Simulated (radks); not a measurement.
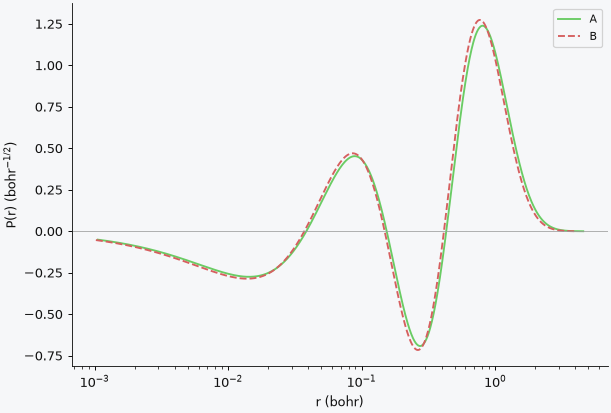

Two nuclei with the same 46 electrons, [Kr] 4d10, were computed: In³⁺; Z = 47.6 with 46 electrons. The calculation used the in-house radial solver radks at this level: Dirac Kohn-Sham, PBEsol, spin-unpolarised, spherical densities, finite nucleus.

The plot shows P(r) = r R(r) of the 4s orbital in both runs (large components where relativistic).

> Assign A and B.

A is Z = 47.6 with 46 electrons (⟨r⟩ = 0.893 bohr, eigenvalue −115.7 eV); B is In³⁺ (⟨r⟩ = 0.848 bohr, eigenvalue −149.1 eV). The larger nuclear charge pulls the orbital in.
